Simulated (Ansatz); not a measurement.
## A computed series for TiAl: response to strain

The parent structure is TiAl (space group P4/mmm, No. 123; relaxed with 0.1 eV smearing).

```
TiAl
1.0
    2.76616     0.00000     0.00000
    0.00000     2.76616     0.00000
    0.00000     0.00000     4.00209
Ti Al
1 1
Direct
  0.00000   0.00000   0.00000
  0.50000   0.50000   0.50000
```

Cartesian axes are those of the cell as printed.

Strains are applied to the cell and any free atomic positions relax; under biaxial strain the out-of-plane vector relaxes too.

All numbers come from LDA, PAW, 420 eV (Ansatz, a quantum-chemistry and plane-wave program; spin-orbit coupling left out).

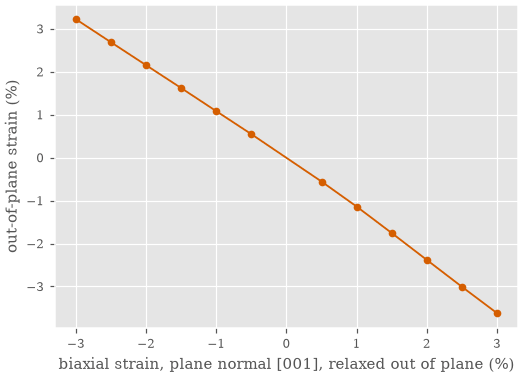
Figure: Out-of-plane strain against biaxial strain, plane normal [001], relaxed out of plane

Problem. From the plot, what is the out-of-plane strain for biaxial strain −1.00 %, plane normal [001], relaxed out of plane?

Solution. About 1.1 %.

Problem. Is the trend monotonic over the range shown?

Solution. Yes, it falls throughout, spanning -3.62 % to +3.22 %.

Whether these cells are dynamically stable was not tested. The final runs are not spin-polarised.
